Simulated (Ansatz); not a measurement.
# PBE/STO-3G run of BH2OF (SMILES OBF)

Aim: the energy change on altering one bond length of BH2OF at PBE/STO-3G, from 2 runs. 

Program for the calculation: Ansatz 0.2.0.

70 further runs of the same task are left out: 1 that didn't finish, 69 set aside as unsound or not needed.

### Step 1. The system as given

The species is BH2OF (5 atoms), meant as a singlet with charge 0. As SMILES, `OBF`. Geometry: relaxed at PBE0-D4/def2-TZVP. This is one conformer, not always the lowest.

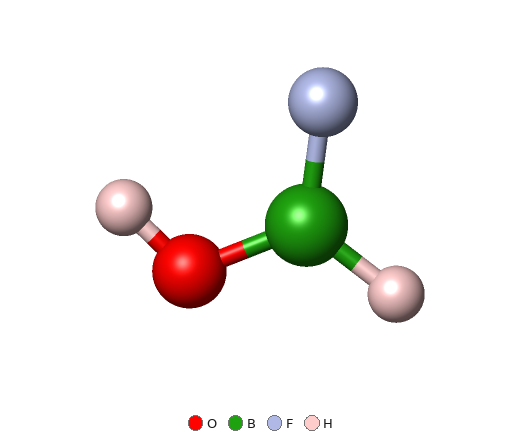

The structure, seen from a chosen angle (oxygen red, boron green, fluorine light blue, hydrogen pink).

### Step 2. A single-point energy at PBE/STO-3G

Input file in.yaml:

```yaml
crystal:
  periodic: [false, false, false]
  atoms:
    - symbol: O
      position_ang: [-0.965400, 0.157400, 0.156900]
    - symbol: B
      position_ang: [0.365000, -0.030200, 0.201100]
    - symbol: F
      position_ang: [1.039200, -0.323700, -0.909500]
    - symbol: H
      position_ang: [-1.337200, 0.057400, -0.725800]
    - symbol: H
      position_ang: [0.948300, 0.065400, 1.236000]
basis:
  gaussian:
    orbitals: STO-3G
hamiltonian:
  xc: pbe
accuracy: high
```

On the command line:

```
ansatz run in.yaml --threads 1 --pin off --max-ram 2610MiB --events-out events.jsonl --progress --plain --runs-dir runs
```

What it wrote:

```text
Warning: RAYON_NUM_THREADS=1 ignored (pool sized by the plan → 1); use --threads N
Functional definition: PBE
  name "PBE"
  parameter kappa = 0.804
  parameter beta = 0.06672455060314922
  exchange = pbe_x(kappa = kappa, mu = beta*pi^2/3)
  correlation = pbe_c(beta = beta)
297 factors; integrals over basis functions are off by at most 3.2e-8 eV
mean field evaluation 1: about -5392.2985 eV, gradient 1.3e1 eV
mean field evaluation 2: about -5391.2554 eV, gradient 2.4e1 eV
mean field evaluation 4: about -5392.8223 eV, gradient 1.8e0 eV
mean field evaluation 8: about -5392.7797 eV, gradient 2.2e-2 eV
mean field evaluation 16: about -5392.7797 eV, gradient 1.8e-8 eV
mean field -5392.77970301 eV, -198.1809987281 hartree, gradient 2.0e-8 eV, S^2 0.000000; 0 other end points of the search recorded, 0 dependent functions left out
reference -5392.77970458 eV, -198.1809987860 hartree; 12, 12 occupied and 5, 5 virtual orbitals, 297 factors
Total energy: -5392.77970458 eV, -198.1809987860 hartree
```

Run time: 0.95 s. Hardware: 1 thread of Arm Neoverse V1, shared host; peak memory 0.09 GiB.

### Step 3. The distorted shape

Input file run.yaml:

```yaml
crystal:
  periodic: [false, false, false]
  atoms:
    - symbol: O
      position_ang: [-1.298039, 0.204305, 0.145849]
    - symbol: B
      position_ang: [0.365000, -0.030200, 0.201100]
    - symbol: F
      position_ang: [1.039200, -0.323700, -0.909500]
    - symbol: H
      position_ang: [-1.669839, 0.104305, -0.736851]
    - symbol: H
      position_ang: [0.948300, 0.065400, 1.236000]
basis:
  gaussian:
    orbitals: STO-3G
hamiltonian:
  xc: pbe
accuracy: high
```

On the command line:

```
ansatz run run.yaml --threads 1 --pin off --max-ram 2610MiB --events-out events.jsonl --progress --plain --runs-dir runs
```

What it wrote:

```text
Warning: RAYON_NUM_THREADS=1 ignored (pool sized by the plan → 1); use --threads N
Functional definition: PBE
  name "PBE"
  parameter kappa = 0.804
  parameter beta = 0.06672455060314922
  exchange = pbe_x(kappa = kappa, mu = beta*pi^2/3)
  correlation = pbe_c(beta = beta)
295 factors; integrals over basis functions are off by at most 3.6e-8 eV
mean field evaluation 1: about -5390.1621 eV, gradient 1.9e1 eV
mean field evaluation 2: about -5358.0097 eV, gradient 1.1e2 eV
mean field evaluation 4: about -5391.5213 eV, gradient 2.4e0 eV
mean field evaluation 8: about -5391.4678 eV, gradient 1.6e-1 eV
mean field evaluation 16: about -5391.4679 eV, gradient 4.7e-8 eV
mean field -5391.46791696 eV, -198.1327914802 hartree, gradient 8.8e-8 eV, S^2 0.000000; 0 other end points of the search recorded, 0 dependent functions left out
reference -5391.46791859 eV, -198.1327915401 hartree; 12, 12 occupied and 5, 5 virtual orbitals, 295 factors
Total energy: -5391.46791859 eV, -198.1327915401 hartree
```

Wall time 0.91 s (1 thread of Arm Neoverse V1, shared host); peak memory 0.09 GiB.

### Step 4. Summary of results

At PBE/STO-3G:

```
                                                         quantity          value
                                        first shape: total energy  -198.18100 Eh
                                    distorted shape: total energy  -198.13279 Eh
energy change with the O1–B2 bond stretched from 1.344 to 1.680 Å       1.312 eV
```

What this shows: With the O1–B2 bond stretched from 1.344 to 1.680 Å the energy rises by 1.31 eV (127 kJ/mol). The first shape isn't relaxed at this level, so the change isn't measured from a minimum. The minimal basis adds a large error of its own.
